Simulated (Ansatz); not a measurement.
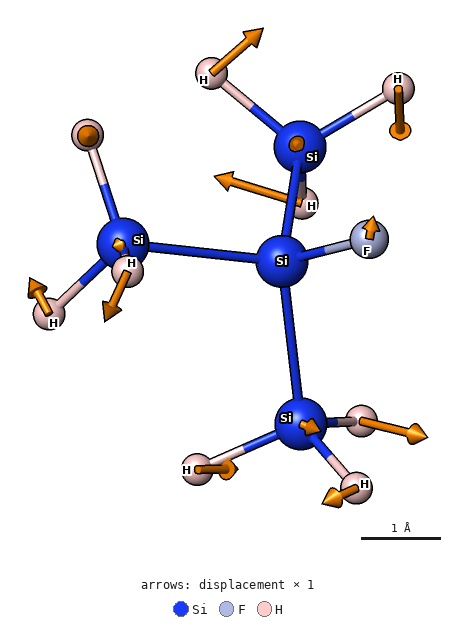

This is a relaxation of Si4H9F. The starting structure is drawn; orange arrows show the displacements, at their true length. The two geometries are superimposed by the best rigid fit.

A ball-and-stick model, seen from a free direction.

The run prepares the start of a later molecular dynamics calculation, from a guessed geometry.

Computed with Ansatz 0.2.0, RKS PBE/6-31G.

Input file:
```yaml
crystal:
  periodic: [false, false, false]
  atoms:
    - { symbol: Si, position_ang: [0.0, 0.0, 0.0] }
    - { symbol: F, position_ang: [0.0, 0.0, 1.59] }
    - { symbol: Si, position_ang: [2.0935, 0.0, -0.7393] }
    - { symbol: H, position_ang: [2.5508, -1.3762, -0.9079] }
    - { symbol: H, position_ang: [2.1573, 0.6939, -2.0222] }
    - { symbol: H, position_ang: [2.951, 0.6823, 0.2255] }
    - { symbol: Si, position_ang: [-1.0456, 1.8115, -0.7393] }
    - { symbol: H, position_ang: [-2.4302, 1.478, -1.0607] }
    - { symbol: H, position_ang: [-1.0215, 2.8436, 0.2931] }
    - { symbol: H, position_ang: [-0.3743, 2.3069, -1.9374] }
    - { symbol: Si, position_ang: [-1.0456, -1.8115, -0.7393] }
    - { symbol: H, position_ang: [-1.7029, -2.4846, 0.3772] }
    - { symbol: H, position_ang: [-2.0454, -1.4265, -1.7311] }
    - { symbol: H, position_ang: [-0.0777, -2.7173, -1.3511] }
basis:
  gaussian: { orbitals: "6-31G" }
hamiltonian:
  xc: pbe
relax:
  f_tol: 0.02
  max_steps: 40
```

Launched with:
```bash
ansatz run input.yaml --threads 1 --pin off --max-ram 2048MiB --backend cpu --events-out ev --progress --plain --runs-dir out
```

> What did the optimiser do to the structure, and how much energy did it gain?

Over 17 geometry steps the energy falls by 120.4 kJ/mol. The largest force component goes from 5.5 to 0.019 eV/Å. The forces were under the threshold at step 6, but the run went on from there. The atom that moves furthest after the best rigid fit is H12 (1.20 Å). By element the largest moves are H 1.20 Å, F 0.31 Å, Si 0.31 Å. Near-neighbour distances that change, for instance: Si1–Si11 2.218 → 2.381 Å, Si1–F2 1.590 → 1.747 Å, Si11–H13 1.460 → 1.516 Å, Si11–H12 1.460 → 1.514 Å. Groups turn about Si1–Si11 by about 50°, Si1–Si7 by about 35°, Si1–Si3 by about 35°. Cost: 100 s on 1 thread of AMD EPYC 7R43 64-Core Processor (Zen 3), with other jobs on the host, peak memory 0.14 GiB.

Limits of the set-up: the basis has no polarisation functions, which atoms past neon need.
